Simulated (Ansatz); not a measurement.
System: Tl$_{2}$BiN$_{3}$.

```
CELL_PARAMETERS angstrom
3.50758 0.00000 0.00000
-1.75379 3.03765 0.00000
0.00000 0.00000 8.53070
ATOMIC_POSITIONS crystal
Tl 0.33333 0.66667 0.83840
Tl 0.66667 0.33333 0.16160
Bi 0.00000 0.00000 0.50000
N 0.33333 0.66667 0.33169
N 0.66667 0.33333 0.66831
N 0.00000 0.00000 0.00000
```

Space group P-3m1; a structure from a database of computed crystals, not necessarily the ambient phase; started from the Sn2GeTe3-164 prototype, which need not be the ambient phase.

Computed with DFT, r2SCAN+rVV10, plane waves, PAW (Ansatz).

What will maps of the valence pseudo-density and electron localisation function show?

Answer. Tl–N (2.45 Å): ρ at the midpoint is about 0.39 e/Å³; the ELF peaks at about 0.80 in the valence shell of N, 0.6 Å from its nucleus, and drops to about 0.20 between the two atoms; no shared electron pair shows on this line.
Bi–N (2.48 Å): the density is about 0.4 e/Å³ at the midpoint; the ELF peaks at about 0.80 in the valence shell of N, 0.7 Å from its nucleus, and drops to about 0.25 between the two atoms.
Tl–N (2.49 Å): ρ at the midpoint is about 0.36 e/Å³; the ELF peaks at about 0.85 in the valence shell of N, 0.7 Å from its nucleus, and drops to about 0.20 between the two atoms; no localised pair shows between them.

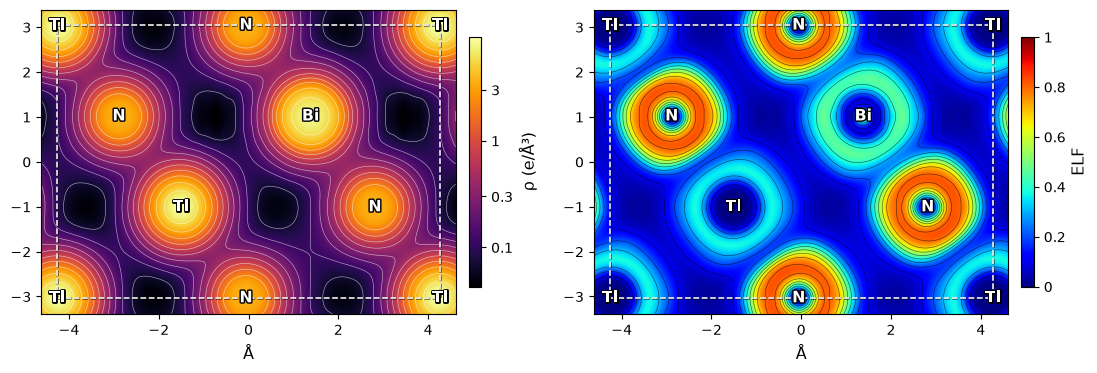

Computed valence pseudo-density and electron localisation function on the (110) plane of the conventional cell, in this order. 
